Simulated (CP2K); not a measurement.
# revPBE-D3(BJ)/TZV2P-MOLOPT-PBE-GTH (core potential) run of SnNH2F (SMILES [NH2][Sn][F])

What is the vertical singlet–triplet gap of SnNH2F at revPBE-D3(BJ)/TZV2P-MOLOPT-PBE-GTH (core potential)? 

Program for the calculation: CP2K 2026.2.

1 further run of the same task is left out (set aside as unsound or not needed).

### 1 Starting point

SnNH2F: 5 atoms, total charge 0, spin state singlet. As SMILES, `[NH2][Sn][F]`. Geometry: relaxed at PBE0-D4/def2-TZVP. This is one conformer, not always the lowest.

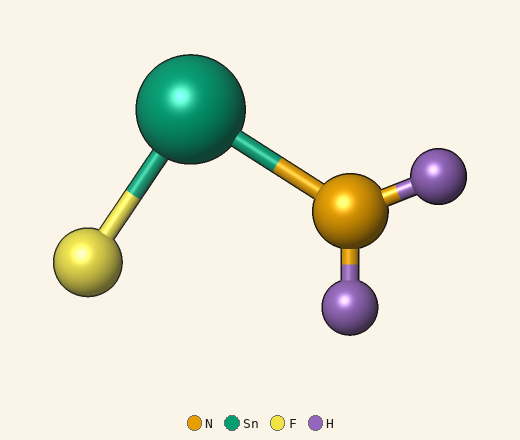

The structure, seen from a chosen angle (nitrogen amber, tin teal, fluorine yellow, hydrogen purple).

### 2 The energy at revPBE-D3(BJ)/TZV2P-MOLOPT-PBE-GTH (core potential)

gas.inp reads:

```
&GLOBAL
    PROJECT_NAME gas
    RUN_TYPE ENERGY
    PRINT_LEVEL MEDIUM
&END
&FORCE_EVAL
    METHOD QUICKSTEP
    &DFT
        BASIS_SET_FILE_NAME BASIS_MOLOPT_UZH
        POTENTIAL_FILE_NAME POTENTIAL_UZH
        &QS
            METHOD GPW
            EPS_DEFAULT 1.0E-10
        &END
        &MGRID
            CUTOFF 400
            REL_CUTOFF 50
            NGRIDS 4
        &END
        &POISSON
            PERIODIC NONE
            POISSON_SOLVER MULTIPOLE
        &END
        &SCF
            SCF_GUESS ATOMIC
            EPS_SCF 1.0E-06
            MAX_SCF 80
            ADDED_MOS 10
            &DIAGONALIZATION
                ALGORITHM STANDARD
            &END
            &MIXING
                METHOD BROYDEN_MIXING
                ALPHA 0.4
                NBUFFER 4
            &END
        &END
        &XC
            &XC_FUNCTIONAL
                &PBE
                    PARAMETRIZATION REVPBE
                &END
            &END
            &VDW_POTENTIAL
                POTENTIAL_TYPE PAIR_POTENTIAL
                &PAIR_POTENTIAL
                    TYPE DFTD3(BJ)
                    PARAMETER_FILE_NAME dftd3.dat
                    REFERENCE_FUNCTIONAL revPBE
                    R_CUTOFF 15
                &END
            &END
        &END
        &PRINT
            &MOMENTS
                PERIODIC F
                REFERENCE COM
                MAX_MOMENT 1
            &END
            &MO ON
                ENERGIES T
                OCCUPATION_NUMBERS T
                NDIGITS 6
                &EACH
                    QS_SCF 0
                &END
                ADD_LAST NUMERIC
            &END
            &HIRSHFELD OFF
            &END
        &END
    &END
    &SUBSYS
        &CELL
            ABC 8.7 10.1 9.6
            PERIODIC NONE
        &END
        &COORD
            N     -0.302900     0.495500    -0.393300
            Sn     0.338900    -0.053700     1.423200
            F      0.966900    -1.775900     0.754300
            H     -0.746800     1.369300    -0.629100
            H     -0.206200    -0.108900    -1.196600
        &END
        &TOPOLOGY
            &CENTER_COORDINATES
            &END
        &END
        &KIND N
            BASIS_SET TZV2P-MOLOPT-PBE-GTH-q5
            POTENTIAL GTH-PBE-q5
        &END
        &KIND Sn
            BASIS_SET TZV2P-MOLOPT-PBE-GTH-q14
            POTENTIAL GTH-PBE-q14
        &END
        &KIND F
            BASIS_SET TZV2P-MOLOPT-PBE-GTH-q7
            POTENTIAL GTH-PBE-q7
        &END
        &KIND H
            BASIS_SET TZV2P-MOLOPT-PBE-GTH-q1
            POTENTIAL GTH-PBE-q1
        &END
    &END
&END
```

Started as:

```bash
$ OMP_NUM_THREADS=1 cp2k.psmp -i gas.inp > gas.out 2>&1
```

Output (excerpt; [...] marks lines left out):

```text
CP2K| version string:                                       CP2K version 2026.2
[...]
 GLOBAL| Method name                                                        CP2K
[...]
 GLOBAL| Run type                                                         ENERGY
[...]
 DFT| Spin restricted Kohn-Sham (RKS) calculation                            RKS
 DFT| Multiplicity                                                             1
[...]
 DFT| Charge                                                                   0
[...]
 FUNCTIONAL| PBE:
[...]
 QS| Method:                                                                 GPW
[...]
 QS| Density cutoff [a.u.]:                                                200.0
[...]
 QS| Relative density cutoff [a.u.]:                                        25.0
[...]
                             - Atoms:                                          5
[...]
                             - Spherical basis functions:                    127
[...]
 Number of electrons:                                                         28
[...]
     1 NoMix/Diag. 0.40E+00    0.9     0.73499459      -102.7490256895 -1.03E+02
[...]
    24 Broy./Diag. 0.40E+00    1.0     0.00000045      -103.0204525385 -1.07E-06
  *** SCF run converged in    24 steps ***
[...]
  Overlap energy of the core charge distribution:               0.00000021891722
  Self energy of the core charge distribution:               -199.36935098255137
  Core Hamiltonian energy:                                     58.41795621136582
  Hartree energy:                                              54.16470973636115
  Exchange-correlation energy:                                -16.22673495414829
  Dispersion energy:                                           -0.00703276843124
  Total energy:                                              -103.02045253848669
[...]
                     Mulliken Population Analysis
 #  Atom  Element  Kind  Atomic population                           Net charge
       1     N        1          5.404806                             -0.404806
       2     Sn       2         13.224850                              0.775150
       3     F        3          7.529841                             -0.529841
       4     H        4          0.935861                              0.064139
       5     H        4          0.904642                              0.095358
 # Total charge                             28.000000                 -0.000000
[...]
  Dipole moment [Debye]
    X= -0.1149860E+01 Y=  0.2584963E+01 Z=  0.4028775E-01  Total=      2.8294580
 ENERGY| Total FORCE_EVAL ( QS ) energy [hartree]           -103.020452538486694
[...]
```

It took 25 s on 1 thread of Arm Neoverse V2, shared host; peak memory 1 GiB.

### 3 The triplet at the same level

mol.inp reads:

```
&GLOBAL
 PROJECT_NAME mol
 RUN_TYPE ENERGY
 PRINT_LEVEL MEDIUM
&END

&FORCE_EVAL
 METHOD Quickstep
 &DFT
  BASIS_SET_FILE_NAME BASIS_MOLOPT_UZH
  POTENTIAL_FILE_NAME POTENTIAL_UZH
  CHARGE 0
  MULTIPLICITY 3
  UNRESTRICTED_KOHN_SHAM T
  # Quickstep
  &QS
   METHOD GPW
   EPS_DEFAULT 1.0E-10
  &END
  # plane-wave cutoff in Ry
  &MGRID
   CUTOFF 400
   REL_CUTOFF 50
   NGRIDS 4
  &END
  &POISSON
   PERIODIC NONE
   POISSON_SOLVER MULTIPOLE
  &END
  &SCF
   SCF_GUESS ATOMIC
   EPS_SCF 1.0E-06
   MAX_SCF 30
   &OT ON
    MINIMIZER DIIS
    PRECONDITIONER FULL_ALL
   &END
   &OUTER_SCF
    EPS_SCF 1.0E-06
    MAX_SCF 5
   &END
  &END
  &XC
   &XC_FUNCTIONAL
    &PBE
     PARAMETRIZATION REVPBE
    &END
   &END
   &VDW_POTENTIAL
    POTENTIAL_TYPE PAIR_POTENTIAL
    &PAIR_POTENTIAL
     TYPE DFTD3(BJ)
     PARAMETER_FILE_NAME dftd3.dat
     REFERENCE_FUNCTIONAL revPBE
     R_CUTOFF 15
    &END
   &END
  &END
  # extra output
  &PRINT
   &MOMENTS
    PERIODIC F
    REFERENCE COM
    MAX_MOMENT 1
   &END
   &MO_CUBES
    NLUMO 1
    NHOMO -1
    WRITE_CUBE F
   &END
   &HIRSHFELD OFF
   &END
  &END
 &END
 # atoms, cell and kinds
 &SUBSYS
  &CELL
   ABC [angstrom] 8.7 10.1 9.6
   PERIODIC NONE
  &END
  &COORD
   N     -0.302900     0.495500    -0.393300
   Sn     0.338900    -0.053700     1.423200
   F      0.966900    -1.775900     0.754300
   H     -0.746800     1.369300    -0.629100
   H     -0.206200    -0.108900    -1.196600
  &END
  &TOPOLOGY
   &CENTER_COORDINATES
   &END
  &END
  &KIND N
   BASIS_SET TZV2P-MOLOPT-PBE-GTH-q5
   POTENTIAL GTH-PBE-q5
  &END
  &KIND Sn
   BASIS_SET TZV2P-MOLOPT-PBE-GTH-q14
   POTENTIAL GTH-PBE-q14
  &END
  &KIND F
   BASIS_SET TZV2P-MOLOPT-PBE-GTH-q7
   POTENTIAL GTH-PBE-q7
  &END
  &KIND H
   BASIS_SET TZV2P-MOLOPT-PBE-GTH-q1
   POTENTIAL GTH-PBE-q1
  &END
 &END
&END
```

Started as:

```bash
$ OMP_NUM_THREADS=1 cp2k.psmp -i mol.inp > mol.out 2>&1
```

Output (excerpt; [...] marks lines left out):

```text
CP2K| version string:                                       CP2K version 2026.2
[...]
 GLOBAL| Method name                                                        CP2K
[...]
 GLOBAL| Run type                                                         ENERGY
[...]
 DFT| Spin unrestricted (spin-polarized) Kohn-Sham calculation               UKS
 DFT| Multiplicity                                                             3
[...]
 DFT| Charge                                                                   0
[...]
 FUNCTIONAL| PBE:
[...]
 QS| Method:                                                                 GPW
[...]
 QS| Density cutoff [a.u.]:                                                200.0
[...]
 QS| Relative density cutoff [a.u.]:                                        25.0
[...]
                             - Atoms:                                          5
[...]
                             - Spherical basis functions:                    127
[...]
 Number of electrons:                                                         15
[...]
     1 OT DIIS     0.15E+00    1.4     0.12100338       -99.0188078147 -9.90E+01
[...]
    10 OT DIIS     0.15E+00    1.6     0.00000064      -102.8960749166 -8.94E-09
  *** SCF run converged in    10 steps ***
[...]
  Overlap energy of the core charge distribution:               0.00000021891722
  Self energy of the core charge distribution:               -199.36935098255137
  Core Hamiltonian energy:                                     58.46334867062310
  Hartree energy:                                              54.22223528214394
  Exchange-correlation energy:                                -16.20527533726463
  Dispersion energy:                                           -0.00703276843124
  Total energy:                                              -102.89607491656298
[...]
  Dipole moment [Debye]
    X= -0.1682362E+01 Y=  0.2565180E+01 Z= -0.9787999E+00  Total=      3.2200216
[...]
 WARNING : did not converge in ot_eigensolver
 number of iterations          299  exceeded maximum
 current gradient / target gradient   2.1747263910433499E-004  /    1.0000000000000001E-005
[...]
 WARNING : did not converge in ot_eigensolver
 number of iterations          299  exceeded maximum
 current gradient / target gradient   7.6555623047830398E-005  /    1.0000000000000001E-005
[...]
 HOMO - LUMO gap [eV] :    0.147724
 ENERGY| Total FORCE_EVAL ( QS ) energy [hartree]           -102.896074916562981
[...]
```

Wall time 66 s (1 thread of Arm Neoverse V2, shared host); peak memory 0.89 GiB.

### 4 Summary of results

At revPBE-D3(BJ)/TZV2P-MOLOPT-PBE-GTH (core potential):

```
                                        quantity          value
                           singlet: total energy  -103.02045 Eh
                          singlet: dipole moment         2.83 D
                            singlet: HOMO energy       -6.21 eV
                            singlet: LUMO energy       -2.55 eV
                          singlet: HOMO–LUMO gap        3.65 eV
                      singlet: dispersion energy  -18.46 kJ/mol
                           triplet: total energy  -102.89607 Eh
                          triplet: dipole moment         3.22 D
     triplet: HOMO energy (highest over α and β)       -3.23 eV
                      triplet: dispersion energy  -18.46 kJ/mol
                                   triplet: ⟨S²⟩          2.005
vertical energy of the triplet above the singlet       3.384 eV
```

At this shape the triplet lies 3.38 eV (327 kJ/mol) above the singlet.
